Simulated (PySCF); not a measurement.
Coordinates of AsH₃, singlet (Å):

```xyz
4

As     0.0000     0.0000    -0.0344
H      1.2660     0.0000     0.8349
H     -0.6330     1.0964     0.8349
H     -0.6330    -1.0964     0.8349
```

Unscaled harmonic wavenumbers and double-harmonic intensities, PBE/def2-TZVP with PySCF, isolated molecule. The structure is the lowest point that the starts tried gave, with the shape that electron-pair counting expects. Degenerate modes count as one line, with their intensities summed.

Q: Predict the infrared spectrum.

A: The most intense lines (point group C3v) lie at 2142.3 cm⁻¹ (189.3 km/mol, e), 2125.5 cm⁻¹ (69.2 km/mol, a1) and 896.4 cm⁻¹ (19.8 km/mol, a1). It has no imaginary mode, so it is a minimum.

```csv
cm⁻¹,km/mol,symmetry
896.4,19.8,a1
980.6,16.3,e (×2)
2125.5,69.2,a1
2142.3,189.3,e (×2)
```

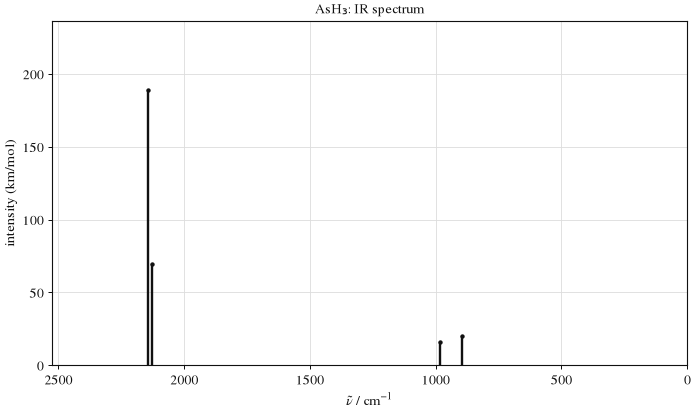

Note: no scalar relativity.
